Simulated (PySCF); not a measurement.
Sulfur hexafluoride, F₆S, SMILES FS(F)(F)(F)(F)F at its B3LYP/def2-SVP optimised geometry (Å):

```
7

F      0.0002     0.8490     1.3480
S      0.0000     0.0000     0.0000
F     -1.5930     0.0000     0.0000
F      0.0000    -1.3477     0.8492
F      1.5930     0.0000     0.0000
F      0.0001     1.3477    -0.8492
F     -0.0003    -0.8490    -1.3479
```

Method: B3LYP/def2-TZVP (PySCF). Cells within 0.4 Å of a nucleus heavier than hydrogen are left out (blank, or x).

Map of the Laplacian of the electron density (e/bohr⁵), clipped to [-1.50, 1.50] on the plane z = 0.0 Å:

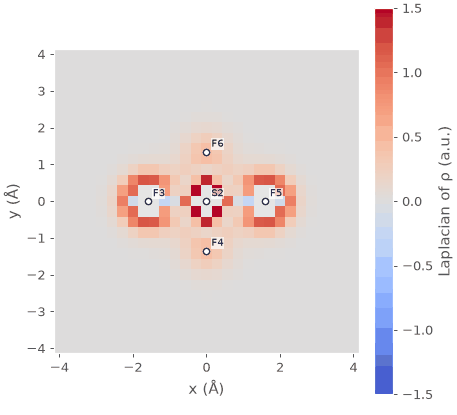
Laplacian of the electron density (e/bohr⁵), clipped to [-1.50, 1.50] on the plane z = 0.0 Å.
